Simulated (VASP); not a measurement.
Energy against volume of BP (zinc blende). Calculation: optB86b-vdW, VASP's PBE PAW potentials (set 64) (plane waves; VASP 6.6.1).

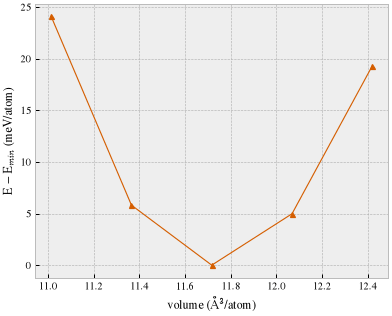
Energy against volume

Problem. Estimate the equilibrium volume and the bulk modulus.

Solution. The minimum lies near 11.7 Å³/atom, and the curvature gives B0 of about 160 GPa.

Measured: bulk modulus 176 GPa at 0 K (computed value off by -7.5 %), as given by Tamar Goldzak et al., The Journal of Chemical Physics (2022), arXiv:2208.04865 [0 K, zero-point effect removed]; a 4.525 Å at 0 K (computed value off by +0.4 %), as given by Daniel Mejia-Rodriguez et al., Physical Review B (2018), arXiv:1807.09216 [static lattice: zero-point anharmonic expansion removed].

The compound is BP in the zinc blende structure. It was relaxed first.
